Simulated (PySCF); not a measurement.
## Polarizability calculation, with input and output: InH₂

- system: InH₂, multiplicity 2, SMILES [InH2]
- method: HF/def2-TZVP, UHF, core potentials def2-svp (PySCF 2.14.0)

The geometry comes from this level: PBE0-D4/def2-TZVP.

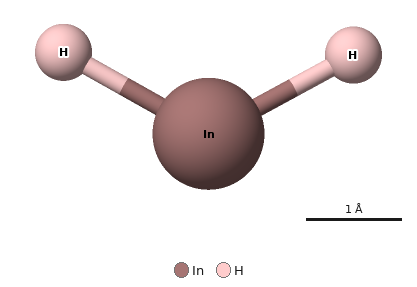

**Figure 1.** The structure (ball-and-stick view, seen at a tilt). Sticks mark near contacts.

### Key numbers

- outcome: converged
- total energy: −190.325441 hartree
- basis functions: 62
- ⟨S²⟩: 0.758
- dipole moment: 0.52 D
- hardware: 1 thread of Arm Neoverse N1, 24 GiB of memory available, shared host
- wall time: 4.2 s
- peak memory: 0.13 GiB

### Input file (input.py)
```python
# [InH2]
import numpy
from pyscf import gto, scf
from pyscf.prop.polarizability import uhf

mol = gto.M(
    atom=[
    ('In', (0.384600, -0.425400, 0.149800)),
    ('H', (0.691300, 1.265400, 0.521600)),
    ('H', (-1.086900, -0.904800, -0.684700)),
],
    max_memory=1860,
    spin=1,
    basis='def2-tzvp',
    ecp={'In': 'def2-svp'},
    charge=0,
    verbose=3,
)

mf = scf.UHF(mol)
mf.conv_tol = 1e-10
mf.kernel()
if not mf.converged:
    mf = mf.newton().run(mf.mo_coeff, mf.mo_occ)

e_tot = mf.e_tot
print('E(%s) = %.9f' % ('HF', e_tot))
pol = uhf.Polarizability(mf)
alpha = pol.polarizability()
print('isotropic polarizability %.4f bohr^3' % (numpy.trace(alpha) / 3))
alpha_w = pol.polarizability_with_freq(freq=0.0774)
beta = pol.hyper_polarizability()
```

Command:
```bash
OMP_NUM_THREADS=1 python input.py
```

### The program's output
```
WARN: HOMO -0.477407319318539 >= LUMO -0.477407319318539

converged SCF energy = -190.325440558883  <S^2> = 0.75801307  2S+1 = 2.0079971
E(HF) = -190.325440559
isotropic polarizability 44.4198 bohr^3
```
